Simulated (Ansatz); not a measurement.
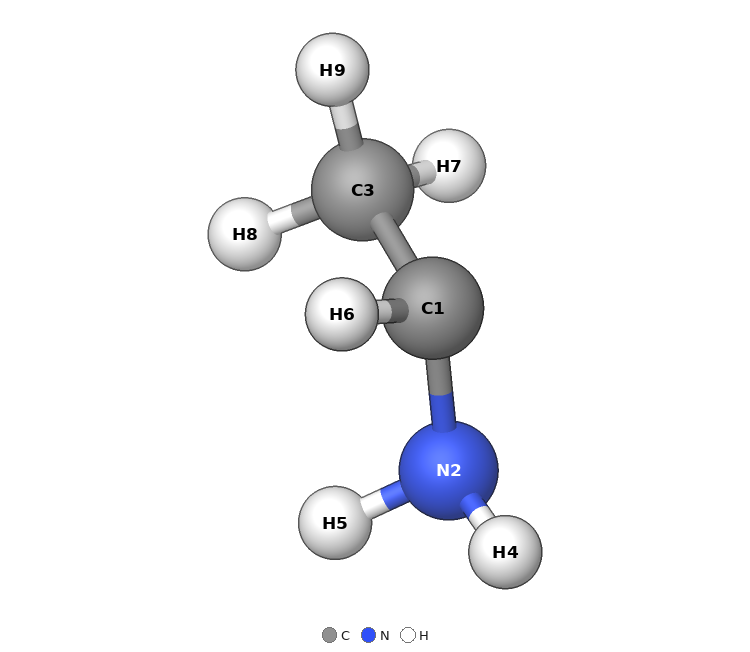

The atoms are numbered. The species has charge −1 and is a spin singlet. Computed geometry: PBE0-D4/def2-TZVPD optimisation. No frequency run is at hand to confirm it as a minimum.

> What is the geometry at N2?

N2 has 3 neighbours (C1 at 1.47, H4 at 1.01, H5 at 1.04 Å); the arrangement is trigonal pyramidal.

> What is the geometry at C1?

C1 has 3 neighbours (N2 at 1.47, C3 at 1.50, H6 at 1.11 Å); the arrangement is trigonal pyramidal.

> What is the geometry at C3?

C3 has 4 neighbours (C1 at 1.50, H7 at 1.10, H8 at 1.14, H9 at 1.10 Å); the arrangement is tetrahedral.
